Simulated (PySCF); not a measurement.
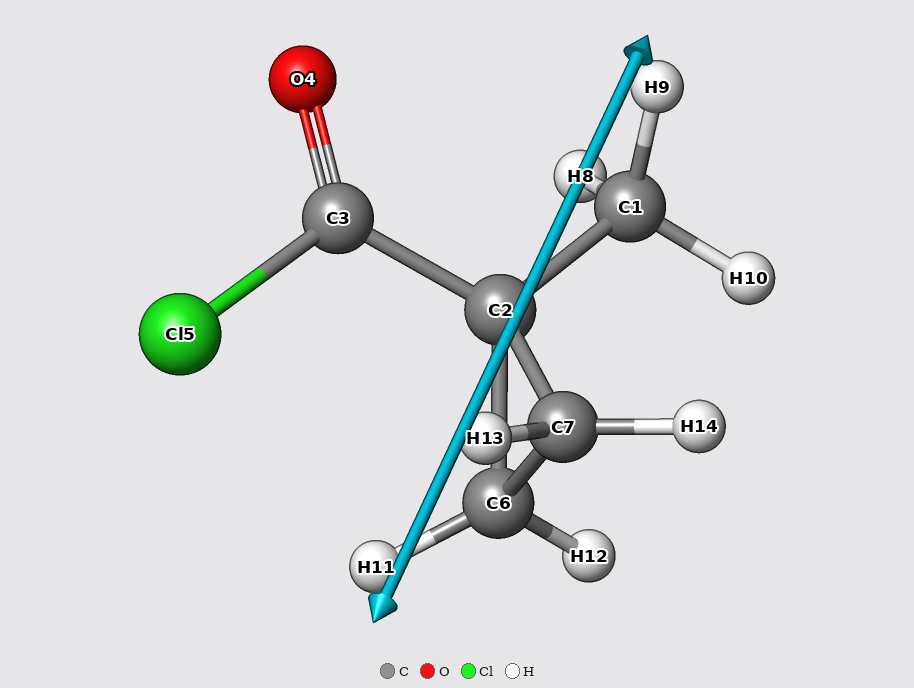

The double arrow shows the direction of the transition dipole to excited singlet state 6 (its length means nothing). The geometry was computed by an optimisation with GFN2-xTB. No frequency run is at hand to confirm it as a minimum. Level of theory: TDDFT B3LYP/def2-SVPD, vertical, gas phase, core orbitals frozen in the response (PySCF 2.14.0).

Give its energy, strength and character.

7.61 eV (163 nm), oscillator strength 0.11, mainly HOMO → LUMO+1 (weight 0.71); transition dipole 1.96 D.
